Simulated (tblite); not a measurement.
## Geometry relaxation, with input and output: C2H10GeO2Si2

The run: geometry relaxation of C2H10GeO2Si2, SMILES CC(=O)O[SiH2][SiH2][GeH3]. Method and program: GFN2-xTB geometry optimisation, gas phase (tblite 0.8.0).

It belongs to a series of runs on one base structure; here: H on Si replaced by OCOCH3.

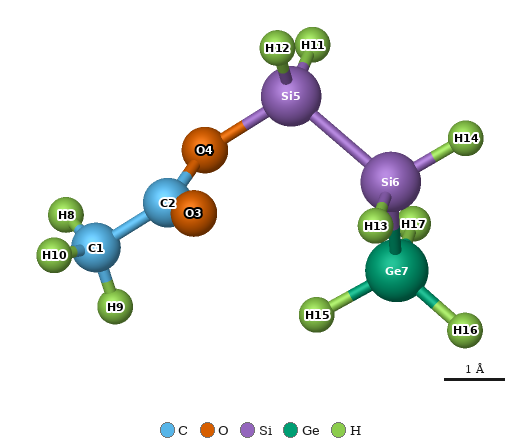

The starting structure (ball-and-stick view, seen at a tilt; atoms are numbered from 1 in the order of the input). Sticks mark near contacts.

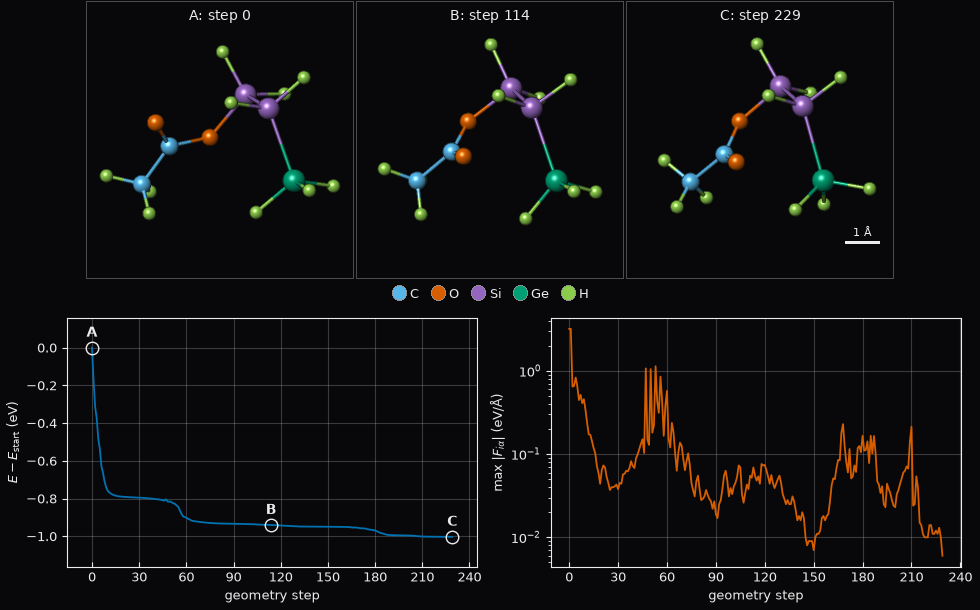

Frames of the relaxation (ball-and-stick view, seen at a tilt) above the curves, on which the letters mark them (steps are counted from 0).

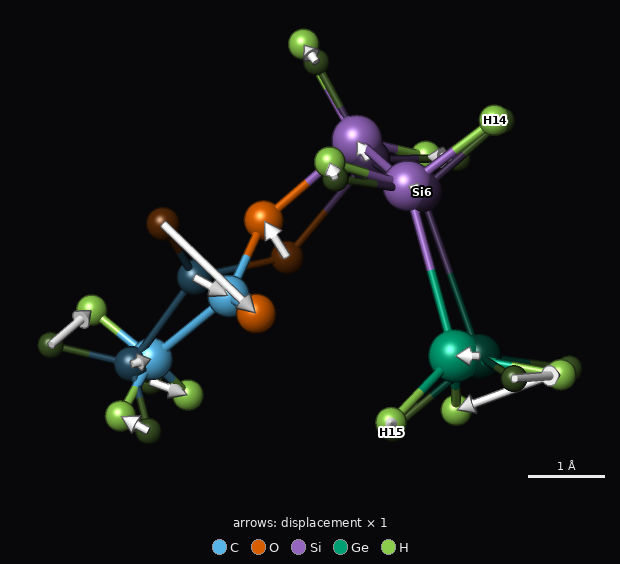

Start (faint) and end (solid) with the displacements as white arrows, at true length (ball-and-stick view, seen at a tilt). The two geometries are laid on each other by the best rigid fit. The largest move after the best rigid fit is that of O3, 1.74 Å. By element the largest moves are O 1.74 Å, H 1.61 Å, C 0.53 Å, Ge 0.34 Å, Si 0.30 Å. Among the contacts that change: C2–O4 1.392 → 1.309 Å, Si5–Si6 2.238 → 2.316 Å, O4–Si5 1.757 → 1.689 Å, C2–O3 1.263 → 1.210 Å. Among the angles that change: O4–Si5–H12 110.2° → 98.7°, Si6–Si5–H11 108.7° → 119.3°, O4–Si5–H11 109.0° → 98.4°. The energy falls by 1.003 eV in 229 geometry steps. The largest force component goes from 3.2 to 0.006 eV/Å. (Atoms are counted from 1 in the order of the input.)

The input and output of the run follow.

### The input
```
{"job": {"kind": "relax", "xc": "GFN2-xTB", "basis": "xTB"}, "charge": 0, "multiplicity": 1}
C      2.906800    -0.122600    -0.862600
C      1.833200    -0.089200     0.176200
O      1.790000     0.873500     0.992500
O      0.894300    -1.116400     0.223500
Si    -0.435900    -1.159000     1.370400
Si    -1.785200     0.583400     0.980400
Ge    -2.287600     0.654600    -1.274800
H      3.088000    -1.159700    -1.185100
H      2.574900     0.479900    -1.732500
H      3.839500     0.300000    -0.454600
H     -1.200600    -2.401400     1.171300
H      0.075300    -1.103100     2.741100
H     -1.094100     1.827000     1.370400
H     -3.008900     0.441000     1.768600
H     -0.976100     0.787200    -2.079300
H     -3.204800     1.870700    -1.547800
H     -3.015700    -0.653600    -1.667400
```

The first line tells a small driver script what to run in tblite; the rest is the geometry in Å.

Launched with:
```bash
OMP_NUM_THREADS=1 python <driver script> task.json out
```

### The program's output
```
step      E/eV     max force
  0    -623.81389    3.976
  1    -623.98699    4.138
  2    -624.12677    0.688
  3    -624.18795    0.729
  4    -624.29646    1.103
  5    -624.35078    0.829
  6    -624.44315    0.514
  7    -624.47698    0.656
  8    -624.52325    0.517
  9    -624.55314    0.471
 10    -624.57267    0.347
 11    -624.58123    0.251
 12    -624.58722    0.182
 13    -624.59201    0.209
 14    -624.59562    0.175
 15    -624.59824    0.148
 16    -624.60030    0.130
 17    -624.60182    0.094
 18    -624.60285    0.070
 19    -624.60355    0.062
 20    -624.60411    0.074
 21    -624.60472    0.076
 22    -624.60540    0.080
 23    -624.60603    0.065
 24    -624.60650    0.052
 25    -624.60685    0.055
 26    -624.60714    0.051
 27    -624.60746    0.051
 28    -624.60780    0.045
 29    -624.60815    0.047
 30    -624.60850    0.053
 31    -624.60890    0.060
 32    -624.60940    0.055
 33    -624.61003    0.080
 34    -624.61075    0.082
 35    -624.61151    0.088
 36    -624.61228    0.095
 37    -624.61310    0.080
 38    -624.61396    0.089
 39    -624.61479    0.079
 40    -624.61560    0.078
 41    -624.61652    0.095
 42    -624.61761    0.113
 43    -624.61894    0.151
 44    -624.62056    0.168
 45    -624.62258    0.185
 46    -624.62504    0.140
 47    -624.61726    1.260
 48    -624.62848    0.164
 49    -624.63083    0.135
 50    -624.62926    1.234
 51    -624.63576    0.242
 52    -624.63869    0.313
 53    -624.64409    1.290
 54    -624.65144    0.513
 55    -624.65993    0.373
 56    -624.67949    0.931
 57    -624.69616    0.481
 58    -624.70870    0.235
 59    -624.71184    0.439
 60    -624.71504    0.642
 61    -624.72026    0.173
 62    -624.72415    0.133
 63    -624.72925    0.261
 64    -624.73190    0.197
 65    -624.73351    0.118
 66    -624.73445    0.069
 67    -624.73559    0.121
 68    -624.73697    0.147
 69    -624.73825    0.130
 70    -624.73910    0.095
 71    -624.73975    0.081
 72    -624.74054    0.093
 73    -624.74174    0.115
 74    -624.74296    0.081
 75    -624.74356    0.050
 76    -624.74378    0.040
 77    -624.74400    0.037
 78    -624.74438    0.063
 79    -624.74492    0.077
 80    -624.74542    0.059
 81    -624.74571    0.035
 82    -624.74591    0.033
 83    -624.74614    0.039
 84    -624.74644    0.055
 85    -624.74672    0.044
 86    -624.74688    0.033
 87    -624.74699    0.029
 88    -624.74712    0.028
 89    -624.74727    0.036
 90    -624.74742    0.024
 91    -624.74752    0.021
 92    -624.74759    0.026
 93    -624.74769    0.034
 94    -624.74784    0.044
 95    -624.74805    0.066
 96    -624.74826    0.076
 97    -624.74846    0.060
 98    -624.74863    0.040
 99    -624.74879    0.045
100    -624.74894    0.035
101    -624.74911    0.046
102    -624.74938    0.053
103    -624.74987    0.074
104    -624.75061    0.092
105    -624.75129    0.080
106    -624.75167    0.036
107    -624.75182    0.028
108    -624.75195    0.039
109    -624.75217    0.050
110    -624.75252    0.046
111    -624.75289    0.060
112    -624.75317    0.054
113    -624.75347    0.073
114    -624.75381    0.058
115    -624.75423    0.053
116    -624.75465    0.057
117    -624.75510    0.052
118    -624.75557    0.088
119    -624.75607    0.082
120    -624.75660    0.080
121    -624.75712    0.069
122    -624.75761    0.059
123    -624.75817    0.053
124    -624.75870    0.064
125    -624.75939    0.057
126    -624.75989    0.049
127    -624.76023    0.052
128    -624.76052    0.055
129    -624.76101    0.058
130    -624.76140    0.050
131    -624.76160    0.035
132    -624.76174    0.030
133    -624.76184    0.029
134    -624.76195    0.031
135    -624.76210    0.031
136    -624.76227    0.025
137    -624.76242    0.031
138    -624.76254    0.027
139    -624.76264    0.024
140    -624.76272    0.020
141    -624.76279    0.021
142    -624.76284    0.018
143    -624.76288    0.022
144    -624.76292    0.021
145    -624.76296    0.013
146    -624.76299    0.011
147    -624.76300    0.010
148    -624.76302    0.011
149    -624.76304    0.011
150    -624.76306    0.010
151    -624.76308    0.011
152    -624.76311    0.013
153    -624.76314    0.013
154    -624.76319    0.016
155    -624.76327    0.020
156    -624.76334    0.021
157    -624.76340    0.020
158    -624.76347    0.024
159    -624.76358    0.025
160    -624.76373    0.030
161    -624.76394    0.045
162    -624.76421    0.058
163    -624.76463    0.065
164    -624.76532    0.079
165    -624.76638    0.099
166    -624.76775    0.114
167    -624.76630    0.232
168    -624.76769    0.230
169    -624.76831    0.164
170    -624.77006    0.090
171    -624.77124    0.078
172    -624.77138    0.125
173    -624.77223    0.060
174    -624.77286    0.062
175    -624.77581    0.097
176    -624.77696    0.078
177    -624.77803    0.150
178    -624.77970    0.150
179    -624.78131    0.119
180    -624.78284    0.201
181    -624.78660    0.127
182    -624.79097    0.152
183    -624.79423    0.207
184    -624.79687    0.101
185    -624.79965    0.206
186    -624.80150    0.145
187    -624.80458    0.196
188    -624.80623    0.127
189    -624.80693    0.055
190    -624.80750    0.061
191    -624.80776    0.048
192    -624.80803    0.042
193    -624.80818    0.031
194    -624.80837    0.026
195    -624.80850    0.054
196    -624.80859    0.044
197    -624.80869    0.038
198    -624.80877    0.031
199    -624.80889    0.027
200    -624.80904    0.026
201    -624.80923    0.037
202    -624.80951    0.050
203    -624.80992    0.054
204    -624.81051    0.056
205    -624.81133    0.067
206    -624.81235    0.092
207    -624.81342    0.092
208    -624.81429    0.096
209    -624.81450    0.171
210    -624.81445    0.263
211    -624.81532    0.029
212    -624.81548    0.033
213    -624.81578    0.065
214    -624.81589    0.048
215    -624.81602    0.017
216    -624.81610    0.016
217    -624.81615    0.015
218    -624.81618    0.014
219    -624.81621    0.014
220    -624.81624    0.012
221    -624.81627    0.015
222    -624.81630    0.016
223    -624.81634    0.011
224    -624.81637    0.012
225    -624.81641    0.014
226    -624.81644    0.012
227    -624.81646    0.013
228    -624.81648    0.010
229    -624.81648    0.007
```

### Trajectory as extended XYZ (Å, eV, eV/Å), 6 of the 230 frames kept, from step=0 to step=229
```
17
Properties=species:S:1:pos:R:3:forces:R:3 step=0 energy=-623.81389
C     2.9068   -0.1226   -0.8626   -0.0720  -0.6780  -0.4390
C     1.8332   -0.0892    0.1762   -1.5160   1.7610   2.9180
O     1.7900    0.8735    0.9925   -0.3390  -3.1990  -2.3360
O     0.8943   -1.1164    0.2235    0.8930   1.6180   0.5720
Si   -0.4359   -1.1590    1.3704    1.2290  -0.3550  -0.2360
Si   -1.7852    0.5834    0.9804   -0.0640   1.0050   0.0040
Ge   -2.2876    0.6546   -1.2748   -0.1040   0.1170   0.0810
H     3.0880   -1.1597   -1.1851   -0.0850   0.4030  -0.0130
H     2.5749    0.4799   -1.7325    0.2320  -0.3360   0.4880
H     3.8395    0.3000   -0.4546   -0.5550  -0.0730  -0.1600
H    -1.2006   -2.4014    1.1713    0.5910  -0.0870  -0.2100
H     0.0753   -1.1031    2.7411    0.2520  -0.2290  -0.1560
H    -1.0941    1.8270    1.3704   -0.2780  -0.0330   0.0020
H    -3.0089    0.4410    1.7686   -0.0870   0.0720   0.0900
H    -0.9761    0.7872   -2.0793   -0.6980  -0.0530  -0.0340
H    -3.2048    1.8707   -1.5478    0.3350  -0.5550  -0.3400
H    -3.0157   -0.6536   -1.6674    0.2650   0.6230  -0.2300
17
Properties=species:S:1:pos:R:3:forces:R:3 step=46 energy=-624.62504
C     2.7477   -0.1773   -0.8121   -0.0080  -0.0150   0.0130
C     1.6048   -0.0842    0.1568   -0.0280   0.1030   0.0900
O     1.2824    0.9400    0.7163   -0.0170  -0.0840  -0.1010
O     0.9579   -1.2108    0.3614   -0.0070   0.0680  -0.0200
Si   -0.3104   -1.2127    1.4791    0.0140  -0.0590   0.0200
Si   -1.6530    0.6229    1.0327    0.0470  -0.0330   0.0310
Ge   -2.1728    0.7454   -1.2541   -0.0040   0.0170  -0.0430
H     2.9753   -1.2164   -1.0214    0.0330  -0.0350  -0.0480
H     2.4726    0.3369   -1.7311   -0.0410  -0.0340  -0.0270
H     3.6150    0.3341   -0.4018    0.0080  -0.0200   0.0310
H    -0.7848   -2.5684    1.1772    0.0580   0.0970  -0.0010
H     0.3831   -1.2174    2.7725   -0.0550  -0.0050  -0.0160
H    -1.1293    1.9089    1.4904   -0.0170   0.0260  -0.0110
H    -2.9470    0.4741    1.7210   -0.0330  -0.0610   0.0240
H    -1.0493    0.8892   -2.2468    0.0210  -0.0010   0.0450
H    -3.0767    1.8842   -1.6332   -0.0040   0.0350  -0.0250
H    -2.9224   -0.4362   -1.8167    0.0330   0.0000   0.0370
17
Properties=species:S:1:pos:R:3:forces:R:3 step=92 energy=-624.74759
C     2.6859   -0.2167   -0.8628   -0.0030   0.0030   0.0090
C     1.4401   -0.0481   -0.0374   -0.0140   0.0010  -0.0030
O     0.7845    0.9699   -0.0258   -0.0080  -0.0250  -0.0020
O     1.1199   -1.1033    0.6682    0.0110   0.0100   0.0020
Si   -0.2768   -1.2312    1.6095   -0.0010   0.0120  -0.0110
Si   -1.6290    0.5683    1.0712   -0.0090   0.0060   0.0060
Ge   -2.0320    0.8458   -1.2164   -0.0120   0.0110  -0.0080
H     2.9779   -1.2620   -0.8921    0.0170   0.0100   0.0010
H     2.5074    0.1608   -1.8670   -0.0040   0.0010   0.0130
H     3.4841    0.3758   -0.4188    0.0080  -0.0120   0.0010
H    -0.6475   -2.5882    1.2036    0.0000  -0.0020   0.0020
H     0.3077   -1.2897    2.9528   -0.0040  -0.0030  -0.0100
H    -1.1986    1.8272    1.6828    0.0180  -0.0040  -0.0020
H    -2.9502    0.2898    1.6816    0.0060  -0.0010   0.0090
H    -0.8796    1.0163   -2.1583    0.0020   0.0040  -0.0100
H    -2.9244    2.0087   -1.5603   -0.0010  -0.0070  -0.0010
H    -2.7766   -0.3114   -1.8405   -0.0060  -0.0030   0.0050
17
Properties=species:S:1:pos:R:3:forces:R:3 step=137 energy=-624.76242
C     2.8598   -0.2096   -0.7097   -0.0050   0.0030   0.0030
C     1.4783   -0.1047   -0.1233    0.0040   0.0030  -0.0010
O     0.7137    0.7970   -0.3829    0.0060   0.0080  -0.0100
O     1.1808   -1.0675    0.7113    0.0160  -0.0100  -0.0070
Si   -0.3124   -1.2438    1.4810    0.0100  -0.0080   0.0070
Si   -1.5456    0.6575    1.0244   -0.0030   0.0080  -0.0090
Ge   -2.2613    0.8292   -1.1928   -0.0060   0.0170  -0.0100
H     3.1602   -1.2514   -0.7780   -0.0030   0.0100  -0.0100
H     2.8854    0.2706   -1.6843   -0.0040  -0.0150   0.0120
H     3.5543    0.3099   -0.0503   -0.0080  -0.0080   0.0060
H    -0.7261   -2.5267    0.9031   -0.0020  -0.0020   0.0030
H     0.1812   -1.4861    2.8367    0.0080  -0.0060   0.0060
H    -0.8918    1.8892    1.4747    0.0030   0.0070  -0.0020
H    -2.7595    0.5673    1.8677   -0.0210  -0.0020  -0.0010
H    -1.2536    1.0713   -2.2714   -0.0040   0.0070   0.0020
H    -3.2852    1.9115   -1.4267    0.0050  -0.0310  -0.0020
H    -2.9853   -0.4018   -1.6894    0.0030   0.0180   0.0120
17
Properties=species:S:1:pos:R:3:forces:R:3 step=183 energy=-624.79423
C     2.7877   -0.3356   -0.8011    0.0590   0.0350   0.0320
C     1.4277   -0.1464   -0.1888   -0.0840   0.0520  -0.0810
O     0.6521    0.7281   -0.5079    0.1410  -0.1420   0.0540
O     1.1624   -1.0351    0.7364   -0.0740   0.0740   0.0230
Si   -0.2756   -1.1365    1.6120   -0.1000  -0.0200  -0.0140
Si   -1.6331    0.6574    1.0513   -0.0230   0.0430  -0.0130
Ge   -2.1741    0.8942   -1.2150    0.0510  -0.0060   0.0320
H     2.8254   -1.3057   -1.2936   -0.0210   0.0380  -0.0280
H     3.0093    0.4584   -1.5074   -0.0600  -0.0200  -0.0310
H     3.5311   -0.3414   -0.0070    0.0220  -0.0050   0.0180
H    -0.6570   -2.5053    1.2471   -0.0100   0.0220  -0.0020
H     0.2835   -1.1621    2.9643    0.0340  -0.0150   0.0100
H    -1.0203    1.9009    1.5398    0.0040   0.0010  -0.0150
H    -2.8771    0.5371    1.8489    0.0610  -0.0250  -0.0450
H    -1.3958    1.8988   -2.0109   -0.0700  -0.0430   0.0450
H    -3.6185    1.2863   -1.4629    0.0780  -0.0460  -0.0140
H    -2.0346   -0.3812   -2.0151   -0.0070   0.0580   0.0290
17
Properties=species:S:1:pos:R:3:forces:R:3 step=229 energy=-624.81648
C     2.6821   -0.3512   -0.8749    0.0000  -0.0030   0.0020
C     1.3915   -0.1047   -0.1441   -0.0010   0.0030   0.0060
O     0.6755    0.8479   -0.3565    0.0030  -0.0030   0.0000
O     1.1118   -1.0195    0.7490   -0.0060   0.0020  -0.0010
Si   -0.3060   -1.1080    1.6630    0.0050   0.0020  -0.0020
Si   -1.6305    0.7055    1.0986   -0.0030  -0.0050  -0.0010
Ge   -2.0338    0.8537   -1.1963   -0.0010  -0.0010   0.0000
H     2.5860   -1.2650   -1.4581    0.0030   0.0000  -0.0020
H     2.9024    0.4841   -1.5324   -0.0010   0.0010  -0.0020
H     3.4868   -0.4936   -0.1572   -0.0050   0.0000   0.0000
H    -0.7298   -2.4564    1.2720    0.0000   0.0020  -0.0020
H     0.2947   -1.1883    2.9965    0.0010   0.0000   0.0000
H    -1.0567    1.9600    1.5969    0.0020   0.0020   0.0010
H    -2.9076    0.5550    1.8278    0.0010   0.0000   0.0010
H    -1.4719    2.0397   -1.9126    0.0010   0.0010   0.0000
H    -3.4920    0.8724   -1.5977    0.0010   0.0000   0.0000
H    -1.5095   -0.3194   -1.9838    0.0000   0.0000   0.0000
```

### Key numbers

- outcome: converged
- total energy: −624.8165 eV
- hardware: 1 CPU thread, shared host
- wall time: 1.8 s
- peak memory: 0.18 GiB
